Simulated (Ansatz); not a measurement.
Consider C2H7GaN2.

Input

```
crystal:
  periodic: [false, false, false]
  atoms:
    - { symbol: "N", position_ang: [-1.239, 1.2797, 0.6631] }
    - { symbol: C, position_ang: [-0.1457, 0.9594, 1.1023] }
    - { symbol: C, position_ang: [0.2936, -0.4494, 0.9466] }
    - { symbol: Ga, position_ang: [1.3028, -0.575, -0.6798] }
    - { symbol: "N", position_ang: [-0.303, -1.1507, -1.8794] }
    - { symbol: H, position_ang: [-1.9208, 0.6695, 0.19] }
    - { symbol: H, position_ang: [-1.07924, 2.25966, 0.97256] }
    - { symbol: H, position_ang: [-0.3034, -1.1123, 1.5243] }
    - { symbol: H, position_ang: [1.3671, -0.5313, 1.3868] }
    - { symbol: H, position_ang: [2.1308, 0.7385, -1.1067] }
    - { symbol: H, position_ang: [-0.3936, -0.1409, -2.1237] }
    - { symbol: H, position_ang: [-1.2432, -1.4433, -1.5631] }
basis:
  gaussian: { orbitals: def2-SVP }
hamiltonian:
  xc: pbe
  dispersion: d4
relax:
  f_tol: 0.02
  max_steps: 50
output:
  orbitals: {}
```

Run with:

```sh
ansatz run input.yaml --threads 2 --pin off --max-ram 3072MiB --backend cpu --events-out ev --progress --plain --runs-dir out
```

The fields are those of the run's last geometry, not of the input's.

Computed with Ansatz 0.2.0, RKS PBE-D4/def2-SVP.

> Predict the electron density and electron localisation function between the atoms.

C–C (1.36 Å): the density is about 2.1 e/Å³ at the midpoint; the ELF peaks at about 0.90 between the atoms (a covalent bond).
C–N (1.39 Å): ρ is about 2.1 e/Å³ halfway; the ELF peaks at about 0.95 between the atoms: a covalent bond.
C–Ga (1.97 Å): the density is about 0.79 e/Å³ at the midpoint; the ELF peaks at about 0.95 in the valence shell of C, 0.7 Å from its nucleus, and is about 0.55 at the midpoint.
N–H (1.03 Å): ρ at the midpoint is about 2.7 e/Å³; the ELF climbs to about 1 towards the hydrogen, as it does in any bond to H: an ordinary covalent bond to hydrogen.

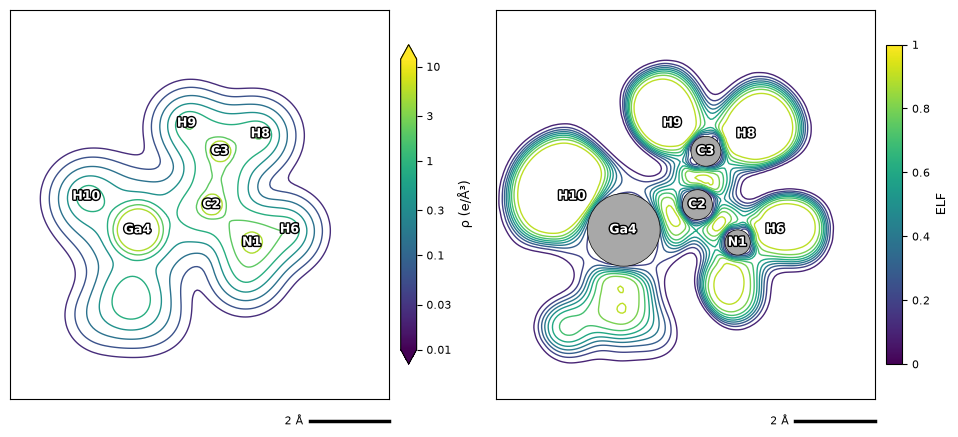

Computed electron density and electron localisation function on the plane of atoms C2, C3 and H8, in this order. Grey discs cover the atomic cores in the ELF map. 
